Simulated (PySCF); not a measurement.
System: C4H8BNSi2.

```yaml
atoms:
  - { symbol: B, position_ang: [-1.1736, -2.6426, 0.3697] }
  - { symbol: Si, position_ang: [-0.7438, -0.8904, -0.3309] }
  - { symbol: C, position_ang: [1.0383, -0.4310, -0.0832] }
  - { symbol: C, position_ang: [2.2031, -0.1483, 0.1179] }
  - { symbol: C, position_ang: [3.5069, 0.1670, 0.3309] }
  - { symbol: C, position_ang: [4.6657, 0.4432, 0.5183] }
  - { symbol: Si, position_ang: [-1.9866, 0.7537, 0.7655] }
  - { symbol: N, position_ang: [-1.6423, 2.2257, -0.0586] }
  - { symbol: H, position_ang: [-0.5818, -3.1125, 1.2638] }
  - { symbol: H, position_ang: [-2.0945, -3.2464, -0.0292] }
  - { symbol: H, position_ang: [-0.8884, -0.7022, -1.7942] }
  - { symbol: H, position_ang: [5.6730, 0.6825, 0.6833] }
  - { symbol: H, position_ang: [-1.7195, 0.7902, 2.2178] }
  - { symbol: H, position_ang: [-3.4413, 0.6060, 0.6346] }
  - { symbol: H, position_ang: [-0.6861, 2.4493, -0.2817] }
  - { symbol: H, position_ang: [-2.1367, 3.0649, 0.1995] }
```

Geometry: GFN2-xTB.

Level of theory: PySCF, PBE0/pcSseg-1, SCF density, gas phase, non-relativistic.

What will maps of the electron density and electron localisation function show?

Answer. C–C (1.21 Å): the density is about 2.7 e/Å³ at the midpoint; the ELF peaks at about 0.85 between the atoms: a short, multiple covalent bond.
C–Si (1.86 Å): ρ at the midpoint is about 0.89 e/Å³; the ELF peaks at about 0.95 between the atoms: localised, covalent bonding.
Si–B (1.94 Å): the density is about 0.87 e/Å³ at the midpoint; the ELF peaks at about 1 between the atoms (localised, covalent bonding).

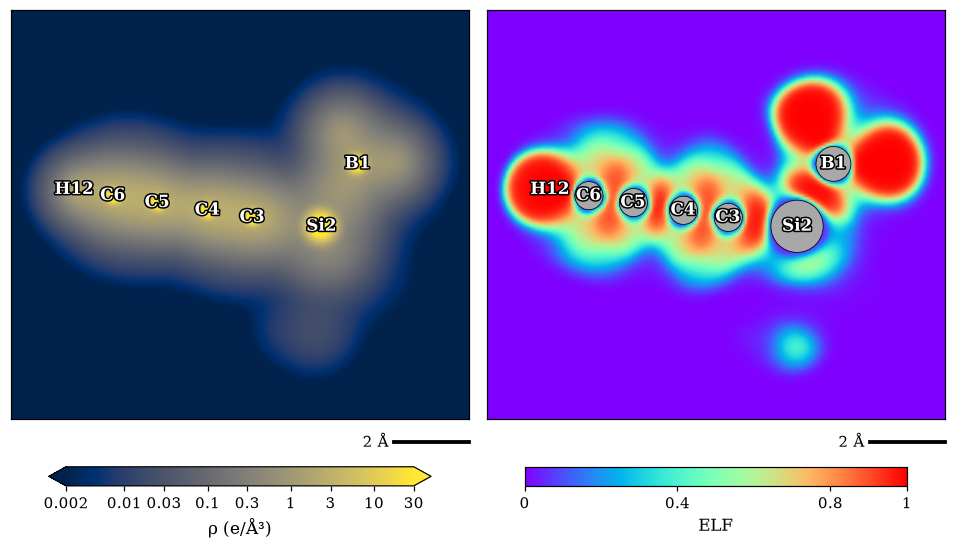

Computed electron density and electron localisation function on the plane of atoms B1, Si2 and C3, in this order. Grey discs cover the atomic cores in the ELF map. 
